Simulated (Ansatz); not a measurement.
# CH4BFOSi (SMILES O=CB[SiH2]F) at BCCD(T)/def2-SVP

What is the energy change on altering one bond length of CH4BFOSi at BCCD(T)/def2-SVP? 

Program for the calculation: Ansatz 0.2.0.

152 further runs of the same task are left out: 152 set aside as unsound or not needed.

## Step 1: The system as given

CH4BFOSi: 9 atoms, total charge 0, spin state singlet. As SMILES, `O=CB[SiH2]F`. Geometry: relaxed at PBE0-D4/def2-TZVP. This is one conformer, not always the lowest.

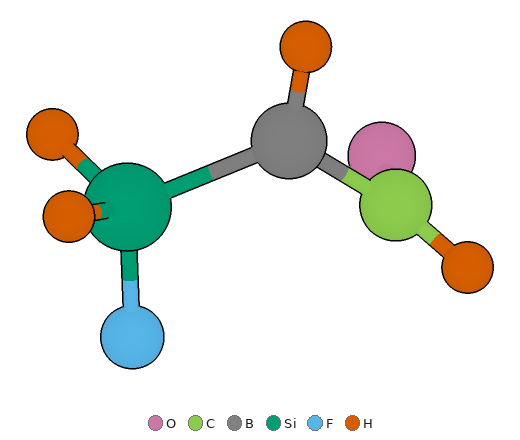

Viewed from a chosen angle; oxygen pink, carbon green, boron grey, silicon teal, fluorine blue, hydrogen orange.

## Step 2: A single-point energy at BCCD(T)/def2-SVP

Contents of molecule.yaml:

```yaml
basis:
  gaussian:
    orbitals: def2-SVP
crystal:
  periodic: [false, false, false]
  atoms:
    - symbol: O
      position_ang: [-0.789500, 0.780400, 1.703800]
    - symbol: C
      position_ang: [-0.128300, 1.442100, 0.910400]
    - symbol: B
      position_ang: [0.628100, 0.188700, 0.495800]
    - symbol: Si
      position_ang: [-0.077200, -1.007600, -0.945000]
    - symbol: F
      position_ang: [-1.360800, -0.349200, -1.659700]
    - symbol: H
      position_ang: [-0.262400, 2.525000, 0.778500]
    - symbol: H
      position_ang: [1.608700, -0.084900, 1.121700]
    - symbol: H
      position_ang: [0.964000, -1.202600, -1.991900]
    - symbol: H
      position_ang: [-0.494200, -2.338100, -0.430900]
correlation:
  method: bccd_t
  frozen_orbitals: {B: 1, C: 1, F: 1, H: 0, O: 1, Si: 5}
accuracy: high
scf:
  omitted_lower_state_checks: [cluster_reference, increment]
```

Launch:

```sh
$ ansatz run molecule.yaml --threads 1 --pin off --max-ram 3480MiB --events-out events.jsonl --progress --plain --runs-dir runs
```

Log (excerpt; [...] marks lines left out):

```text
Warning: RAYON_NUM_THREADS=1 ignored (pool sized by the plan → 1); use --threads N
Functional definition: HF
  name "HF"
[...]
2118 factors; integrals over basis functions are off by at most 3.7e-9 eV
[...]
mean field -14363.03501540 eV, -527.8318012010 hartree, gradient 4.7e-8 eV, S^2 0.000000; 0 other end points of the search recorded, 0 dependent functions left out
9 core orbitals not correlated: weight in the atoms' cores, before any rotation towards them, 1.000 or more for the frozen orbitals, at most 0.000 for the correlated occupied ones
reference -14363.03501540 eV, -527.8318012010 hartree; 14, 14 occupied and 71, 71 virtual orbitals, 2118 factors
second order -18.36682524 eV of doubles, -0.00000000 eV of singles
cycle   1  -18.64519437 eV  change   -2.8e-1 eV  update   1.4e-1
[...]
cycle  26  -19.38137641 eV  change   6.5e-11 eV  update   1.5e-9
perturbative correction -0.64623444 eV, -0.0237486775 hartree
Total energy: -14383.06262624 eV, -528.5678023244 hartree
Checks for a lower state left out: cluster_reference, increment
```

It took 44 s on 1 thread of Arm Neoverse V2, shared host; peak memory 0.84 GiB.

## Step 3: The distorted shape at the same level

Contents of input.yaml:

```yaml
crystal:
  periodic: [false, false, false]
  atoms:
    - {symbol: O, position_ang: [-0.596987, 0.681654, 1.810990]}
    - {symbol: C, position_ang: [0.064213, 1.343354, 1.017590]}
    - {symbol: B, position_ang: [0.820613, 0.089954, 0.602990]}
    - {symbol: Si, position_ang: [0.115313, -1.106346, -0.837810]}
    - {symbol: F, position_ang: [-1.360800, -0.349200, -1.659700]}
    - {symbol: H, position_ang: [-0.069887, 2.426254, 0.885690]}
    - {symbol: H, position_ang: [1.801213, -0.183646, 1.228890]}
    - {symbol: H, position_ang: [1.156513, -1.301346, -1.884710]}
    - {symbol: H, position_ang: [-0.301687, -2.436846, -0.323710]}
basis:
  gaussian:
    orbitals: def2-SVP
correlation:
  method: bccd_t
  frozen_orbitals: {B: 1, C: 1, F: 1, H: 0, O: 1, Si: 5}
accuracy: high
scf:
  omitted_lower_state_checks: [cluster_reference, increment]
```

Launch:

```sh
$ ansatz run input.yaml --threads 1 --pin off --max-ram 3480MiB --events-out events.jsonl --progress --plain --runs-dir runs
```

Log (excerpt; [...] marks lines left out):

```text
Warning: RAYON_NUM_THREADS=1 ignored (pool sized by the plan → 1); use --threads N
[... 2 set-up lines as earlier in the session ...]
[...]
2109 factors; integrals over basis functions are off by at most 8.3e-9 eV
[...]
mean field -14362.39521593 eV, -527.8082890043 hartree, gradient 8.2e-8 eV, S^2 0.000000; 0 other end points of the search recorded, 0 dependent functions left out
9 core orbitals not correlated: weight in the atoms' cores, before any rotation towards them, 1.000 or more for the frozen orbitals, at most 0.000 for the correlated occupied ones
reference -14362.39521593 eV, -527.8082890043 hartree; 14, 14 occupied and 71, 71 virtual orbitals, 2109 factors
second order -18.51005070 eV of doubles, -0.00000000 eV of singles
cycle   1  -18.72855433 eV  change   -2.2e-1 eV  update   1.4e-1
[...]
cycle  25  -19.50447521 eV  change    1.0e-9 eV  update   3.4e-9
perturbative correction -0.67301743 eV, -0.0247329343 hartree
Total energy: -14382.57270856 eV, -528.5497981818 hartree
Checks for a lower state left out: cluster_reference, increment
```

Run time: 42 s. Hardware: 1 thread of Arm Neoverse V2, shared host; peak memory 0.84 GiB.

## Step 4: Summary of results

At BCCD(T)/def2-SVP, 9 core orbitals frozen:

| quantity | value |
| --- | --- |
| first shape: total energy | -528.56780 Eh |
| first shape: correlation energy (9 core orbitals frozen) | -736.0 mEh |
| first shape: (T) correction | -23.75 mEh |
| distorted shape: total energy | -528.54980 Eh |
| distorted shape: correlation energy (9 core orbitals frozen) | -741.5 mEh |
| distorted shape: (T) correction | -24.73 mEh |
| energy change with the Si4–F5 bond stretched from 1.610 to 1.851 Å | 0.490 eV |

With the Si4–F5 bond stretched from 1.610 to 1.851 Å the energy rises by 0.49 eV (47.3 kJ/mol). The first shape isn't relaxed at this level, so the change isn't measured from a minimum. The triples (first shape) make up 3.2 % of the correlation energy. The triples (distorted shape) make up 3.3 % of the correlation energy.
